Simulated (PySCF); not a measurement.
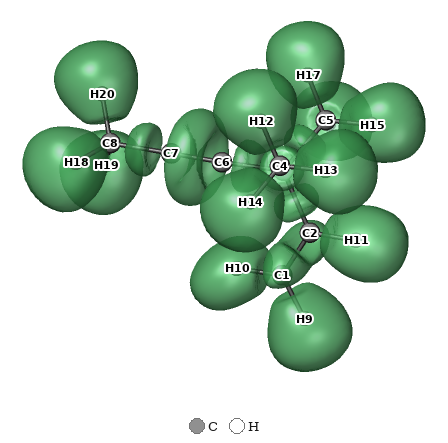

Figure. C8H12. Isosurface of the electron localisation function at 0.75 (green), seen at a tilt. Only the valence region is drawn (cores and ρ < 0.01 e/Å³ removed).

Geometry: GFN2-xTB.

Computed with PBE0/pcSseg-1, SCF density, gas phase, non-relativistic in PySCF 2.14.0.

```yaml
atoms:
  - { symbol: C, position_ang: [-0.9846, 2.1751, 0.2820] }
  - { symbol: C, position_ang: [-1.4990, 1.0106, -0.0611] }
  - { symbol: C, position_ang: [-0.7390, -0.2866, -0.1918] }
  - { symbol: C, position_ang: [-1.3293, -1.3103, 0.7915] }
  - { symbol: C, position_ang: [-0.8848, -0.8006, -1.6337] }
  - { symbol: C, position_ang: [0.6785, -0.1181, 0.1031] }
  - { symbol: C, position_ang: [1.8498, -0.0189, 0.3362] }
  - { symbol: C, position_ang: [3.2651, 0.1124, 0.6109] }
  - { symbol: H, position_ang: [-1.5890, 3.0641, 0.3537] }
  - { symbol: H, position_ang: [0.0638, 2.2834, 0.5062] }
  - { symbol: H, position_ang: [-2.5558, 0.9207, -0.2802] }
  - { symbol: H, position_ang: [-0.7973, -2.2561, 0.7129] }
  - { symbol: H, position_ang: [-2.3819, -1.4797, 0.5738] }
  - { symbol: H, position_ang: [-1.2371, -0.9453, 1.8124] }
  - { symbol: H, position_ang: [-1.9338, -0.9605, -1.8746] }
  - { symbol: H, position_ang: [-0.4726, -0.0759, -2.3328] }
  - { symbol: H, position_ang: [-0.3507, -1.7407, -1.7537] }
  - { symbol: H, position_ang: [3.4499, 0.0273, 1.6818] }
  - { symbol: H, position_ang: [3.6245, 1.0821, 0.2661] }
  - { symbol: H, position_ang: [3.8179, -0.6722, 0.0941] }
```

Where are the electrons localised?

Answer. The ELF exceeds this value in seven regions between bonded C–C atoms (shared pairs) and twelve regions around hydrogen nuclei. Along the contacts the grid gives the following. C–C (1.20 Å): the ELF peaks at about 0.85 between the atoms: a multiple bond. C–H (1.08 Å): the ELF climbs to about 1 towards the hydrogen, as it does in any bond to H; an ordinary covalent bond to hydrogen.
